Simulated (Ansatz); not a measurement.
The figure comes from a scan of ZnCu (CsCl type): a phonon pattern at Γ is frozen into a 2-atom cell, Q being the largest atomic displacement. Level of theory: r2SCAN (plane waves to 500 eV, PAW, scalar-relativistic; Ansatz, a program for electronic structure). k mesh 16×16×16 (Γ-centred), Fermi-Dirac smearing 0.05 eV. The energy includes the smearing's −TS. With partly filled bands, energies and forces of such displacements shift with the k mesh and the smearing. ZnCu is run without spin polarisation. ZnCu was relaxed with its symmetry unable to fall. ΔE is measured from the undisplaced structure.

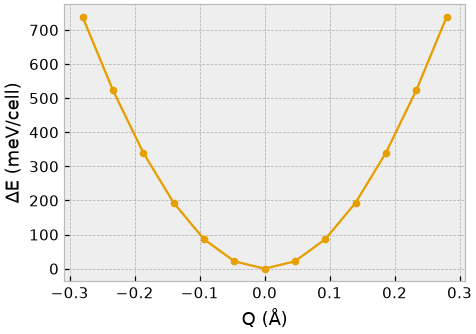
Figure: ΔE (meV/cell) against Q (Å); computed points joined by lines.

Problem. List the plotted points as numbers.

Solution. To the nearest 10:

```json
[
 {"Q (Å)": "-0.280", "ΔE (meV/cell)": "740"},
 {"Q (Å)": "-0.233", "ΔE (meV/cell)": "520"},
 {"Q (Å)": "-0.187", "ΔE (meV/cell)": "340"},
 {"Q (Å)": "-0.140", "ΔE (meV/cell)": "190"},
 {"Q (Å)": "-0.093", "ΔE (meV/cell)": "90"},
 {"Q (Å)": "-0.047", "ΔE (meV/cell)": "20"},
 {"Q (Å)": "0.000", "ΔE (meV/cell)": "0"},
 {"Q (Å)": "0.047", "ΔE (meV/cell)": "20"},
 {"Q (Å)": "0.093", "ΔE (meV/cell)": "90"},
 {"Q (Å)": "0.140", "ΔE (meV/cell)": "190"},
 {"Q (Å)": "0.187", "ΔE (meV/cell)": "340"},
 {"Q (Å)": "0.233", "ΔE (meV/cell)": "520"},
 {"Q (Å)": "0.280", "ΔE (meV/cell)": "740"}
]
```

(For displaced atoms, the force is minus the slope of the energy, and its curvature is a force constant, which sets phonon frequencies.)
